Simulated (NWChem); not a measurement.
# One shape, several levels: CH3Cl (chloromethane)

Aim: a comparison of 4 runs (HF/STO-3G, HF/3-21G, B3LYP/6-31G*) of CH3Cl (chloromethane). 

The results are computed with NWChem 7.3.0.

20 further runs of the same task are left out: 20 set aside as unsound or not needed.

## 1. The system as given

The species is CH3Cl (5 atoms), meant as a singlet with charge 0. SMILES: `CCl`. The C1–H3 distance was set to 1.631 Å, away from the relaxed value. At this shape a bond of the SMILES string is far longer than usual.

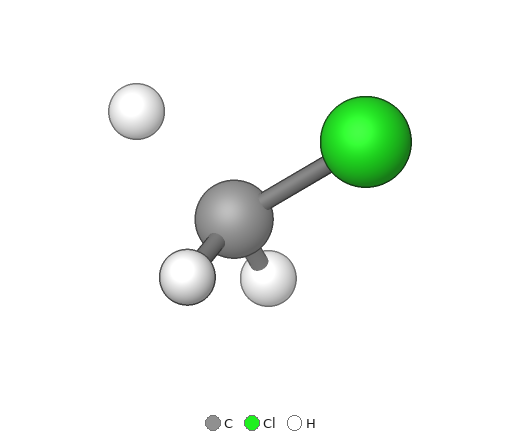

The structure, seen from a chosen angle (carbon grey, chlorine green, hydrogen white).

## 2. The energy at HF/STO-3G (run 1)

ch3cl.nw

```
start ch3cl
title "CH3Cl"
memory stack 880 mb heap 220 mb global 1100 mb

geometry units angstroms noautosym nocenter noautoz
  C    -0.038947    0.372715   -0.345416
  Cl    1.551353    0.071915   -1.069216
  H    -0.284800   -0.715400    0.844700
  H    -0.798047    0.265615   -1.116816
  H    -0.051847    1.382415    0.058384
end

basis spherical bse
  * library STO-3G
end

scf
  thresh 1e-08
  maxiter 80
  print medium
end

task scf
```

Run with:

```sh
nwchem ch3cl.nw > ch3cl.out
```

Standard output:

```text
[...]
  functions       =    17
[...]
  wavefunction    = RHF
[...]
         Total SCF energy =   -493.600973460860
      One-electron energy =   -781.301717940249
      Two-electron energy =    237.822646559174
 Nuclear repulsion energy =     49.878097920215
        Time for solution =      0.4s
[...]
```

Wall time 1.1 s (1 thread of Intel Xeon 6975P-C (Granite Rapids), shared host); peak memory 0.097 GiB.

## 3. The energy at HF/3-21G (run 2)

ch3cl.nw

```
start ch3cl
title "CH3Cl energy"
memory total 2200 mb

geometry noautosym nocenter noautoz
  C       -0.038947       0.372715      -0.345416
  Cl       1.551353       0.071915      -1.069216
  H       -0.284800      -0.715400       0.844700
  H       -0.798047       0.265615      -1.116816
  H       -0.051847       1.382415       0.058384
end

basis spherical bse
  * library 3-21G
end

scf
  thresh 1e-08
  maxiter 80
end

task scf energy
```

Run with:

```sh
nwchem ch3cl.nw > ch3cl.out
```

Standard output:

```text
[...]
  functions       =    28
[...]
  wavefunction    = RHF
[...]
         Total SCF energy =   -496.596686598187
      One-electron energy =   -784.239605597598
      Two-electron energy =    237.764821079196
 Nuclear repulsion energy =     49.878097920215
        Time for solution =      0.5s
[...]
```

Wall time 1.2 s (1 thread of Intel Xeon 6975P-C (Granite Rapids), shared host); peak memory 0.097 GiB.

Run 3 isn't shown in full; the table further down has it.

## 4. A single-point energy at B3LYP/6-31G(d) (Cartesian functions) (run 4)

run.py

```python
from ase import Atoms
from ase.calculators.nwchem import NWChem

mol = Atoms(['C', 'Cl', 'H', 'H', 'H'], positions=[
    [-0.038947, 0.372715, -0.345416],
    [1.551353, 0.071915, -1.069216],
    [-0.284800, -0.715400, 0.844700],
    [-0.798047, 0.265615, -1.116816],
    [-0.051847, 1.382415, 0.058384],
])

calc = NWChem(
    label='ch3cl',
    theory='dft',
    memory='2200 mb',
    basis='6-31G*',
    dft={'xc': 'b3lyp', 'mult': '1', 'grid': 'xfine', 'convergence': 'energy 1e-08', 'iterations': '100', 'mulliken': None},
    task='energy',
)
mol.calc = calc

print("Total energy (eV):", round(mol.get_potential_energy(), 6))
print("dipole (e A):", mol.get_dipole_moment().round(4))
```

Run with:

```sh
export ASE_NWCHEM_COMMAND="nwchem PREFIX.nwi > PREFIX.nwo"
python run.py
```

Standard output:

```text
Total energy (eV): -13606.606765
dipole (e A): [-0.3107  0.1294  0.0743]
```

The calculator wrote ch3cl.nwi:

```
title "ch3cl"

permanent_dir ch3cl

scratch_dir ch3cl

start ch3cl

geometry units angstrom nocenter noautosym noautoz
  C  -3.8947000000000002e-02 3.7271500000000002e-01 -3.4541600000000000e-01
  Cl 1.5513530000000000e+00 7.1915000000000007e-02 -1.0692159999999999e+00
  H  -2.8480000000000000e-01 -7.1540000000000004e-01 8.4470000000000001e-01
  H  -7.9804699999999995e-01 2.6561499999999999e-01 -1.1168160000000000e+00
  H  -5.1846999999999997e-02 1.3824149999999999e+00 5.8383999999999998e-02
end

memory 2200 mb

basis noprint
   * library 6-31G*
end

dft
  xc b3lyp
  mult 1
  grid xfine
  convergence energy 1e-08
  iterations 100
  mulliken
end

task dft energy
```

ch3cl.nwo:

```text
Northwest Computational Chemistry Package (NWChem) 7.3.0
             --------------------------------------------------------

           Job information
           ---------------

    nwchem branch   = 7.3.0
    use scalapack   = T
    input           = ch3cl.nwi
    prefix          = ch3cl.
    data base       = ch3cl/ch3cl.db
    status          = startup
    nproc           =        1

           Memory information
           ------------------

    heap     =     72089596 doubles =      550.0 Mbytes
    stack    =     72089601 doubles =      550.0 Mbytes
    global   =    144179200 doubles =     1100.0 Mbytes (distinct from heap & stack)
    total    =    288358397 doubles =     2200.0 Mbytes
    verify   = yes
    hardfail = no

[... 92 lines left out ...]
  convergence criterion.
[... 18 lines left out ...]
          Convergence on density requested:  1.00D-05
[... 25 lines left out ...]
          Convergence Information
[... 61 lines left out ...]
   convergence    iter        energy       DeltaE   RMS-Dens  Diis-err    time
[... 15 lines left out ...]
           Coulomb energy =      272.016764345221
[... 7 lines left out ...]
                       DFT Final Molecular Orbital Analysis
[... 307 lines left out ...]
 center of mass
 --------------
 x =   1.98973689 y =   0.29965422 z =  -1.57815023

 moments of inertia (a.u.)
 ------------------
          41.518045303669          16.784837431563          47.247203830226
          16.784837431563         135.709451920152          -5.570333326402
          47.247203830226          -5.570333326402         116.358765466666

     Multipole analysis of the density
     ---------------------------------

     L   x y z        total         alpha         beta         nuclear
     -   - - -        -----         -----         ----         -------
     0   0 0 0     -0.000000    -13.000000    -13.000000     26.000000

     1   1 0 0     -0.587224    -23.919557    -23.919557     47.251890
[... 8 lines of this table left out ...]
     2   0 0 2    -15.372285    -47.172948    -47.172948     78.973611

 Task  times  cpu:        8.0s     wall:        8.0s
 Total times  cpu:        8.1s     wall:        8.1s
```

Run time: 9.3 s. Hardware: 1 thread of Intel Xeon 6975P-C (Granite Rapids), shared host; peak memory 0.12 GiB.

## 5. All runs side by side

```
run                               level  iteration cap  module  energy (Eh)  dipole moment (D)  HOMO energy (eV)  LUMO energy (eV)  wall time
  1                           HF/STO-3G             80     scf  -493.600973               2.19             -9.63              7.75      1.1 s
  2                            HF/3-21G             80     scf  -496.596687               2.18            -11.17              3.63      1.2 s
  3  B3LYP/6-31G* (spherical functions)            100     dft  -500.029461               1.65             -7.83             -0.69      6.6 s
  4  B3LYP/6-31G* (Cartesian functions)            100     dft  -500.033580               1.66             -7.83             -0.69      9.3 s
```

## 6. Outcome

```
            quantity          value
 run 4: total energy  -500.03358 Eh
run 4: dipole moment         1.66 D
  run 4: HOMO energy       -7.83 eV
  run 4: LUMO energy       -0.69 eV
run 4: HOMO–LUMO gap        7.14 eV
```

What this shows: The dipole moment (its size) runs from 1.65 D (B3LYP/6-31G*) to 2.19 D (HF/STO-3G). The two ends differ in method and basis. The HOMO–LUMO gap runs from 7.14 eV (B3LYP/6-31G*) to 17.37 eV (HF/STO-3G). In run 1 the basis is minimal, so the values are rough. All runs together took 18 s, the longest 9.3 s.
